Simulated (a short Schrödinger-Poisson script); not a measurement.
System: symmetric double-gate stack, SiO2 on p-type Si(100), at 300 K.

```tsv
layer	material	thickness (nm)	Na (cm⁻³)
1	SiO2	3.5	-
2	Si	3	4e16
3	SiO2	3.5	-
```

The device is made up for the run: typed textbook-type constants, with dimensions and the other settings drawn at random. SiO2: permittivity 3.9, conduction-band edge (eV) 3.15, gap (eV) 9, electron mass (mₑ) 0.5. Si: permittivity 11.7, conduction-band edge (eV) 0, gap (eV) 1.124, Nv at 300 K (cm⁻³) 3.1e19.

Channel valleys (confinement mass, in-plane density-of-states mass, number): Δ2 0.916, 0.19, 2; Δ4 0.19, 0.417, 4. At the gates, both at one voltage, the conduction-band edge of layer 1 lies 3.63 eV − eVg above the Fermi level of the channel. Gaps are held at their typed values at every temperature. Mesh 0.03 nm at interfaces.

Solved with a short Schrödinger-Poisson script written for these runs: 1D Poisson equation in equilibrium, electrons quantum, Hartree (BenDaniel-Duke, 12 states a valley, the channel's in-plane mass for all, wave functions free to enter the dielectric), parabolic valleys, classical holes, full ionisation, no traps, pinning or gate leakage.

Only gate voltages with over 1e8 electrons/cm² are shown.

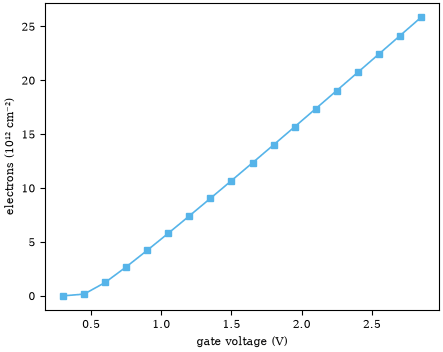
*Sheet density against gate voltage*

```csv
Vg (V),electrons (cm⁻²),C (μF/cm²),Δ2 E0 (meV),Δ2 E1 (meV),Δ4 E0 (meV),Δ4 E1 (meV)
0.3,8.55e8,0.00539,222.0,344.3,318.0,737.6
0.45,1.62e11,0.646,86.1,208.1,182.0,601.3
0.6,1.24e12,1.45,30.7,151.1,126.1,543.2
0.75,2.69e12,1.61,7.2,125.5,102.0,516.3
0.9,4.23e12,1.67,-8.0,108.0,86.0,497.4
1.05,5.81e12,1.71,-19.7,94.1,73.7,482.2
1.2,7.42e12,1.73,-29.1,82.3,63.6,469.1
1.35,9.05e12,1.75,-37.2,72.1,54.9,457.5
1.5,1.07e13,1.76,-44.1,63.1,47.4,447.1
1.65,1.24e13,1.77,-50.1,54.9,40.8,437.7
1.8,1.40e13,1.78,-55.4,47.5,34.9,429.0
1.95,1.57e13,1.79,-60.2,40.7,29.6,420.9
2.1,1.74e13,1.80,-64.5,34.4,24.8,413.4
2.25,1.91e13,1.80,-68.4,28.6,20.4,406.3
2.4,2.07e13,1.81,-71.9,23.1,16.4,399.6
2.55,2.24e13,1.81,-75.2,17.9,12.6,393.3
2.7,2.41e13,1.82,-78.3,13.0,9.1,387.2
2.85,2.58e13,1.82,-81.1,8.4,5.9,381.4
```

Subbands count from the Fermi level. The capacitance is that of both gates.
